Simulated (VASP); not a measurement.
Band structure of AlN (space group F-43m). Method: PBE GGA, VASP's PBE PAW potentials (set 64) (plane waves; VASP 6.6.1).

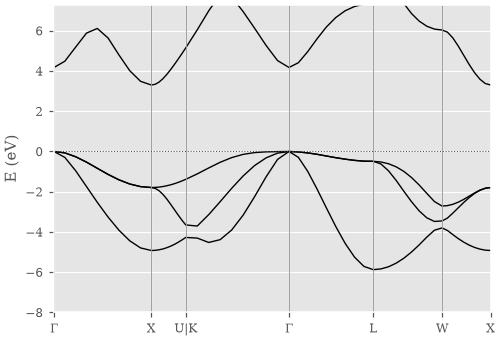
Figure. Bands along high-symmetry lines, zero at the valence-band maximum or, without a gap, the Fermi level

Read the plot: is there a gap, and where are the band edges?

The gap is indirect, 3.30 eV, from the valence maximum at Γ to the conduction minimum at X.

The structure comes from a computed database's AlN entry; how it stands against other phases isn't given here. The cell was not relaxed at this level.
